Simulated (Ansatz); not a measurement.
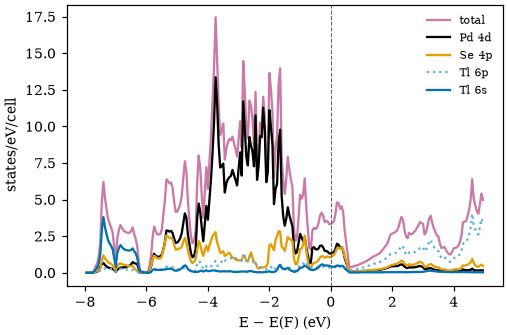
Total and projected density of states of Tl2Pd3Se2 in space group R-3m (No. 166; Tl on 3a, Tl on 3b, Pd on 9e, Se on 6c), plane-wave PAW r²SCAN (Ansatz code)

Task: Which orbitals carry the states next to the Fermi level?

Result: Within 0.5 eV of the Fermi level: Pd 4d 42 %, Se 4p 33 %, Tl 6s 12 %, Tl 6p 11 %. Projections are on Löwdin-orthogonalised atomic valence shells; empty p or d shells of many metals are not among them.

Task: Where is the tallest occupied peak in this window, and what makes it?

Result: Near -3.8 eV, about 17 states/eV per cell; the largest projected share is Pd 4d.

The first step of the workflow began from a Materials Project structure, measured or hypothetical; the Crystallography Open Database copy checked does not list it. Whether it is the stable phase at ambient conditions was not checked. The r²SCAN relaxation kept the symmetry of its start; whether a distortion lowers the energy is not shown. The run is not spin-polarised. Spin–orbit coupling is left out wherever it is not named.

Potentials: the later of the program's two PAW sets.
